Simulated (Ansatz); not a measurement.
## What Sb → Rh does to Sb

Consider Sb in the A7 type structure (space group R-3m, No. 166; a = 4.3279 Å, c = 11.3427 Å (hexagonal axes); layered).

The change: full substitution Sb → Rh, then cell and atoms are relaxed.

All numbers come from r2SCAN+rVV10, PAW, 500 eV (Ansatz, a first-principles code; without spin-orbit coupling). Settings: 18×18×18 k-points, 0.05 eV Fermi–Dirac smearing, for the changed cell.

```json
[
 {"quantity": "volume per atom", "base": "30.66 Å³", "changed": "15.69 Å³", "shift": "-14.979 Å³"},
 {"quantity": "space group", "base": "R-3m (No. 166)", "changed": "Pm-3m (No. 221)", "shift": "–"},
 {"quantity": "shortest interatomic distance", "base": "2.920 Å", "changed": "2.503 Å", "shift": "-0.4165 Å"},
 {"quantity": "band gap", "base": "zero", "changed": "zero", "shift": "–"}
]
```

Final structure:

```
Rh
1.0
    2.50323     0.00000     0.00000
    0.00000     2.50323     0.00000
    0.00000     0.00000     2.50323
Rh
1
Direct
  0.50000   0.50000   0.50000
```

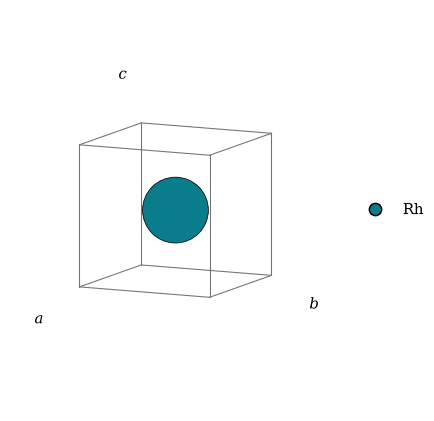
*The relaxed conventional cell after the change*

Cost of the whole job for the changed cell (relaxation, final SCF and bands): very roughly 8 core-minutes.

Spin-orbit coupling, missing from the scalar runs, can matter with Sb. Stability against distortions was not tested. As relaxed here, Rh is a hypothetical phase, not in the database extracts checked. The final runs are not spin-polarised. Rh has a high density of states at the Fermi level and may be magnetic at this level.
